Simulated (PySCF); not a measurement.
SMILES c1(ccc(cc1)[SiH3])B(O)O (C₆H₉BO₂Si), singlet, GFN2-xTB optimised geometry. Atoms within 1.6 Å of the plane z = 0.8 Å (x, y, z in Å): Si1 (-1.84, -2.89, 0.02), C2 (-0.85, -1.29, 0.00), C3 (0.43, -1.24, -0.53), C4 (1.17, -0.07, -0.53), C5 (0.65, 1.11, 0.00), C6 (-0.64, 1.06, 0.53), C7 (-1.37, -0.11, 0.53), B8 (1.50, 2.46, 0.00), O9 (0.91, 3.68, 0.00), O10 (2.85, 2.46, 0.00), H12 (-1.45, -3.68, 1.20), H13 (-3.27, -2.58, 0.08), H16 (-1.07, 1.96, 0.96), H17 (-2.36, -0.11, 0.96), H18 (-0.04, 3.68, -0.01), H19 (3.27, 1.60, 0.01).

Method: PySCF 2.14.0 with CAM-B3LYP/def2-SVP. Cells within 0.4 Å of a nucleus heavier than hydrogen are left out (blank, or x).

Map of the electrostatic potential (hartree/e), clipped to [-0.08, 0.12] on the plane z = 0.8 Å:

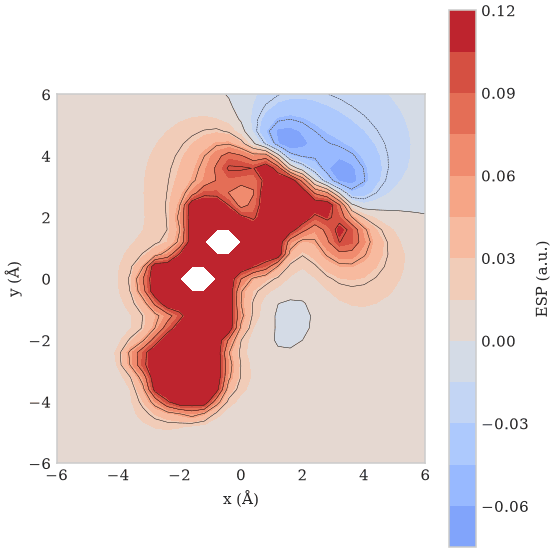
Figure: Electrostatic potential (hartree/e), clipped to [-0.08, 0.12] on the plane z = 0.8 Å.
